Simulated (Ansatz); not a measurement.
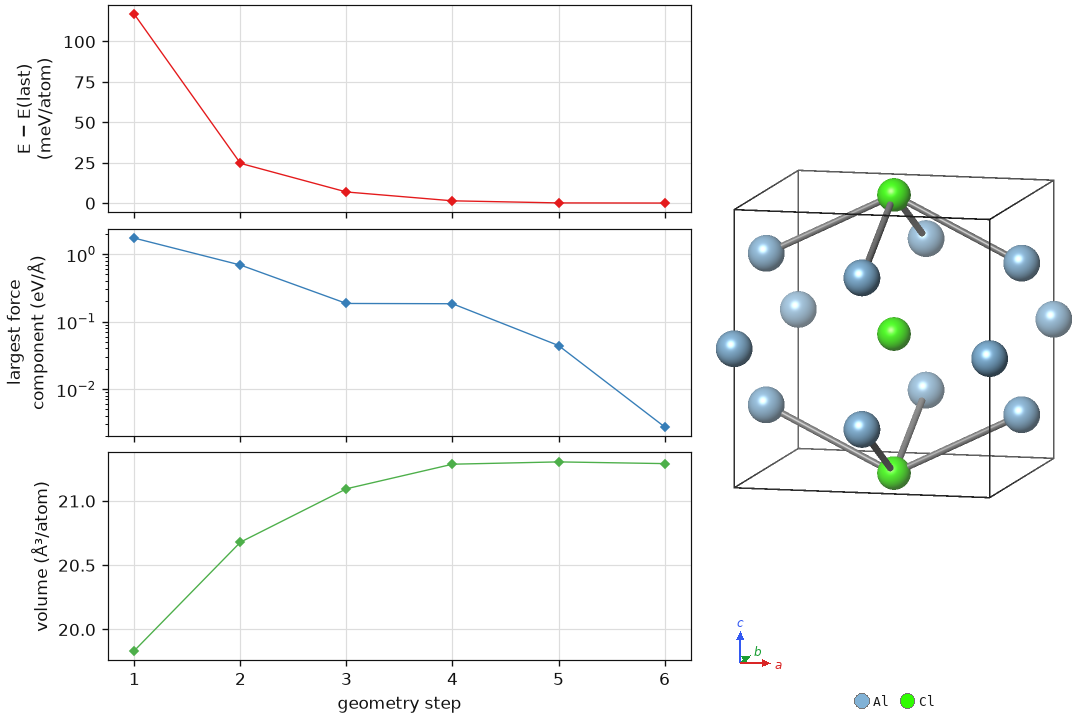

Beside the plot: the structure at the start.

History of a geometry optimisation. Atoms and cell relax. A closing SCF on a freshly chosen basis isn't drawn.

```
crystal:
  lattice:
    - [5.06484841, 0.0, 0.0]
    - [0.0, 5.06484841, 0.0]
    - [0.0, 0.0, 5.41246457]
  atoms:
    - { symbol: Al, position: [0.0, 0.5, 0.77242196] }
    - { symbol: Al, position: [0.5, 0.0, 0.77242196] }
    - { symbol: Al, position: [0.0, 0.5, 0.22757804] }
    - { symbol: Al, position: [0.5, 0.0, 0.22757804] }
    - { symbol: Al, position: [0.0, 0.0, 0.5] }
    - { symbol: Cl, position: [0.5, 0.5, 0.5] }
    - { symbol: Cl, position: [0.5, 0.5, 0.0] }
basis:
  ecutwfc: 420
kpoints:
  mp_grid: { grid: [4, 4, 4] }
hamiltonian:
  xc: pbe
scf:
  occupations: { method: gaussian, width: 0.1 }
  lower_state_search: "off"
output:
  forces: true
  stress: true
  eigenvalues: true
relax:
  adjacent_minimum: "off"
  f_tol: 0.04
  max_steps: 70
  cell: { stress_tol: 0.4 }
```

Command:
```bash
ansatz run input.yaml --threads 1 --pin off --max-ram 2560MiB --backend cpu --events-out ev --progress --plain --runs-dir out
```

How did the optimisation end?

The optimisation met its thresholds at geometry 6, counting the start as the first. The energy fell by about 120 meV/atom from the first step to the last. The largest force component goes from about 1.7 eV/Å at the start to 2.8 × 10⁻³ eV/Å at the end.

Was the starting cell too large or too small?

The volume grows from 19.8 to 21.3 Å³ per atom (+7 %). The start was compressed.
